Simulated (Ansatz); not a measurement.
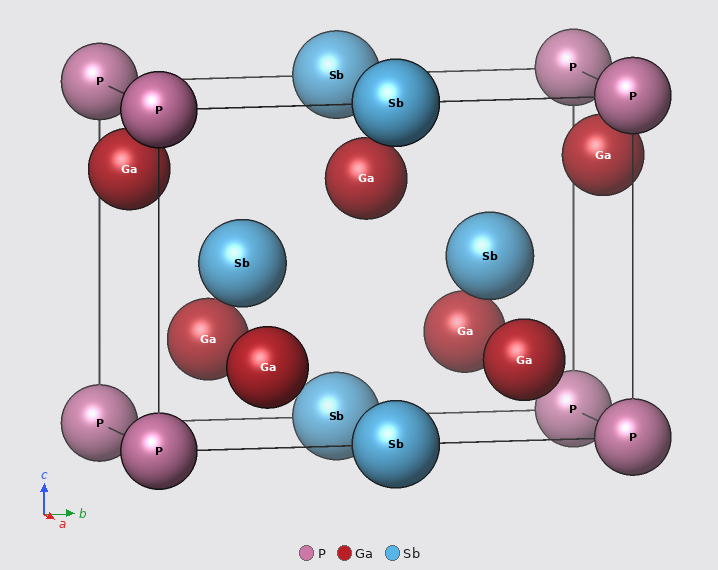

Figure: spheres-only view slightly off an axis. One conventional unit cell is framed, with atoms on its boundary repeated.

Ga$_{4}$Sb$_{3}$P, space group Pmm2 (No. 25), a = 4.219 Å, b = 8.443 Å, c = 5.943 Å, α = 90.00°, β = 90.00°, γ = 90.00°. Source of the structure: a structure type filled with these elements by a generator (whether the compound takes this form wasn't checked). Earlier steps of the study, as a rule a relaxation of our own, may have changed the cell and positions, so they can lie some per cent off the listed ones. A calculation with Ansatz used it as input.

This one geometry was computed with Ansatz (DFT, plane waves, PAW) at three levels of theory: r2SCAN, PBE with spin-orbit coupling and HSE06. It was relaxed beforehand with r2SCAN.

> Which level gives the highest pressure at this volume, and what does that say about its equilibrium volume?

Highest: PBE with spin-orbit coupling (2.1 GPa), which points to the largest equilibrium volume. Lowest, with the smallest volume: r2SCAN (0.0 GPa) and HSE06 (0.3 GPa). Levels within 0.5 GPa of each other can't be told apart.

> How does the band gap change with the level of theory?

PBE with spin-orbit coupling: a gap of 0.05 eV, indirect; r2SCAN: a gap of 0.35 eV, direct; HSE06: a gap of 0.71 eV, direct.

> Collect the results in a table.

| level | cutoff (eV) | k-mesh of the run's cell | gap (eV) | pressure (GPa) |
| --- | --- | --- | --- | --- |
| r2SCAN | 500 | 6×4×4 | 0.35 | 0.0 |
| PBE with spin-orbit coupling | 420 | 6×4×4 | 0.05 | 2.1 |
| HSE06 | 420 | 4×2×4 | 0.71 | 0.3 |

Gaps are taken on the k-mesh or band path of each run.
